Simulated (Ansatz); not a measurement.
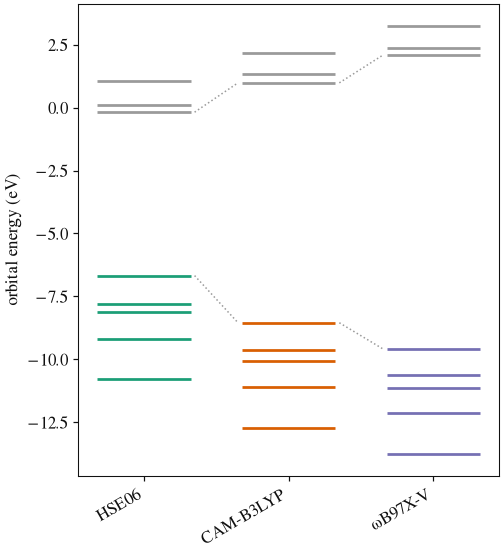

Frontier orbital energies of CH₆GaNO, SMILES [CH3][Ga]([NH2])[OH], singlet at one geometry, def2-TZVPP, the Ansatz code 0.2.0, at a PBE0-D4/def2-TZVP geometry (a minimum by its frequencies). Empty levels are grey, levels within 0.1 eV stand side by side; all columns show the same few orbitals around the gap. Dotted lines join the HOMOs and the LUMOs.

> How do the frontier levels move from column to column?

The separation grows from 6.49 eV (HSE06) to 11.66 eV (ωB97X-V).

| level | HOMO (eV) | LUMO (eV) | separation (eV) |
| --- | --- | --- | --- |
| HSE06 | −6.67 | −0.18 | 6.49 |
| CAM-B3LYP | −8.55 | 0.98 | 9.53 |
| ωB97X-V | −9.58 | 2.08 | 11.66 |

Limits of at least one run: empty levels above zero depend strongly on the basis; no scalar relativity up to krypton.
